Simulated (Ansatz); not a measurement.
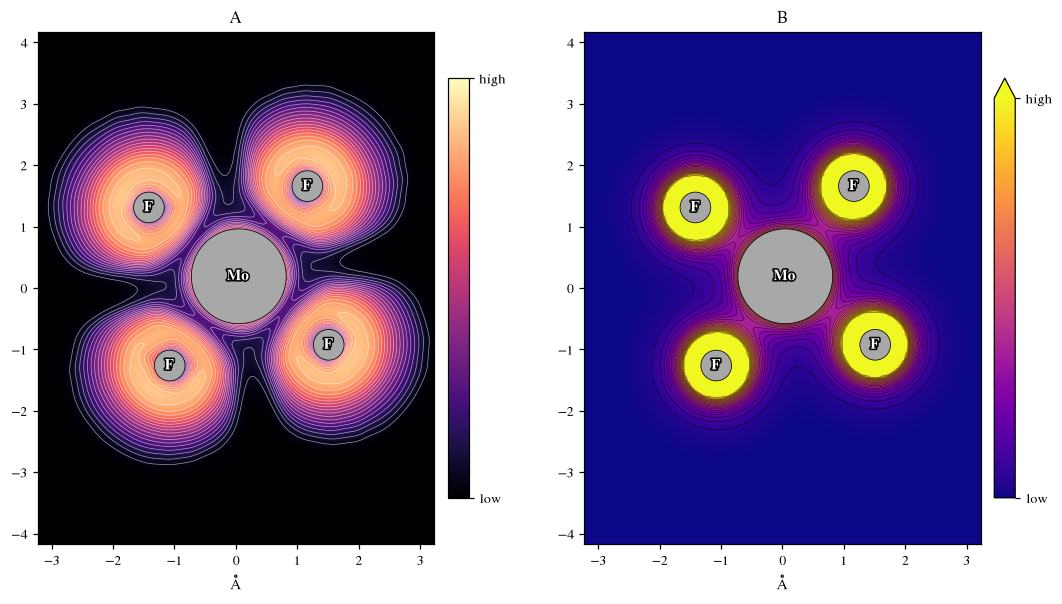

F₆Mo···OH (doublet): 2 fields on the plane of atoms F3, Mo1 and F6, with unlabelled colour scales. Grey discs cover the atomic cores.

Core potentials replace the inner electrons of Mo.

Computed with UKS PBE/def2-SVP (Ansatz 0.2.0).

```xyz
9

Mo   -0.0899   -0.1948    0.0409
F    -0.4772   -1.0232    1.6572
F     1.7059   -0.3013    0.4330
F    -0.1837    1.4512    0.8529
F    -1.8959   -0.1088   -0.3214
F    -0.0110   -1.8463   -0.7783
F     0.2901    0.6088   -1.5717
O     0.3248    0.7297    3.7465
H    -0.1775   -0.1164    3.6280
```

The panels show electron density and electron localisation function in some order. Assign them.

Answer. Panel A: electron localisation function. Panel B: electron density. From the grid: Mo–F (1.84 Å): the density is about 1.2 e/Å³ at the midpoint; the ELF peaks at about 0.85 in the valence shell of F, 0.5 Å from its nucleus, and drops to about 0.25 between the two atoms.
